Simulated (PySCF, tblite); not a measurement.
# C₆H₆Cl₂Si: geometry, infrared bands and NMR shifts

What infrared bands and NMR shifts should C₆H₆Cl₂Si (`ClC(Cl)C#CC1=CC[SiH2]1`) show?

Programs: tblite 0.8.0 and PySCF 2.14.0, with density-fitted response routines of our own. Each step states its level of theory. These are calculated values for one molecule in the gas phase, unless marked as measured. Atoms count from 0, in the outputs and in this text.

## Step 1: The molecule as given

15 atoms, charge 0, multiplicity 1; geometry from: force field or distance geometry start.

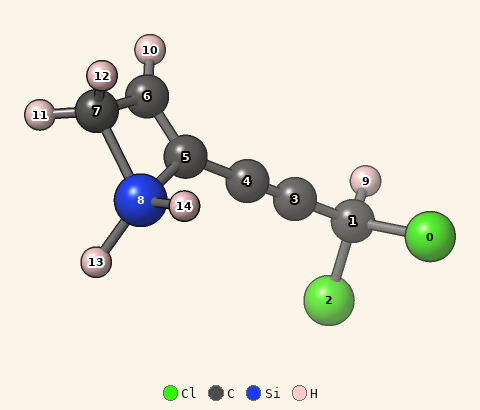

The starting geometry (chlorine green, carbon dark grey, silicon blue, hydrogen pink), atoms numbered.

## Step 2: Geometry optimisation with GFN2-xTB

What the job is given:

```
{"job": {"kind": "relax", "xc": "GFN2-xTB", "basis": "xTB"}, "charge": 0, "multiplicity": 1}
Cl     4.264700     0.365600     1.330800
C      3.568800     0.166400    -0.302100
Cl     4.149000    -1.361300    -1.007600
C      2.115700     0.141700    -0.208100
C      0.916600     0.119000    -0.122700
C     -0.624900     0.107800    -0.047400
C     -1.554500     0.919500    -0.597400
C     -2.849500     0.284500    -0.055800
Si    -1.804300    -1.012200     0.838900
H      3.918600     0.986400    -0.913600
H     -1.437600     1.787300    -1.244500
H     -3.524600    -0.147800    -0.816800
H     -3.455000     0.909800     0.620500
H     -1.890600    -2.385600     0.277100
H     -1.796800    -0.873200     2.321400
```

Run with:

```sh
> OMP_NUM_THREADS=1 python probes_run.py task.json out
```

The driver reads the jobs from task.json and runs them one after another.

**Question.** This job is followed by: GFN2-xTB harmonic vibrations, gas phase; GIAO PBE0/pcSseg-1 NMR shielding, non-relativistic, gas phase. What will the session give for the following? strongest single infrared mode (GFN2-xTB); zero-point energy (GFN2-xTB); ¹³C shifts against TMS (PBE0/pcSseg-1); ¹H shifts against TMS (PBE0/pcSseg-1, means over atoms taken as alike); ³⁵Cl shifts against HCl (PBE0/pcSseg-1, means over atoms taken as alike); ²⁹Si shifts against TMS (PBE0/pcSseg-1).

**Answer**, as computed:

| quantity | value |
| --- | --- |
| strongest single infrared mode (GFN2-xTB) | 2288 cm⁻¹, 453 km/mol |
| zero-point energy (GFN2-xTB) | 57.5 kcal/mol |
| ¹³C shifts against TMS (PBE0/pcSseg-1) | 169.8, 133.0, 99.5, 94.4, 73.0, 20.1 ppm |
| ¹H shifts against TMS (PBE0/pcSseg-1, means over atoms taken as alike) | 7.37, 6.49, 5.14, 2.03 ppm |
| ³⁵Cl shifts against HCl (PBE0/pcSseg-1, means over atoms taken as alike) | 362 ppm |
| ²⁹Si shifts against TMS (PBE0/pcSseg-1) | -32.7 ppm |

The optimisation took 33 steps and gained 0.526 eV; among the close pairs (by a distance rule), C4–C5 changed most, from 1.543 to 1.390 Å. The lowest mode is slightly imaginary (1i cm⁻¹), a soft motion within the noise of the Hessian, so the minimum is not strictly shown. GFN2-xTB is a fitted tight-binding method: band positions and strengths are rough. Its intensities can rank the bands wrongly. C1 stands next to heavy halogen, whose spin-orbit shielding this run leaves out, so the computed shift lies too far downfield, most of all for carbon beside Br or I. The most deshielded hydrogen is H10 (hydrogen on an alkene CH), at 7.37 ppm: attached to an sp2 carbon and in the plane of the double bond. At PBE0/pcSseg-1: The widest tensor belongs to Cl0, Cl2: span 781 ppm, with a paramagnetic part of -558 ppm.
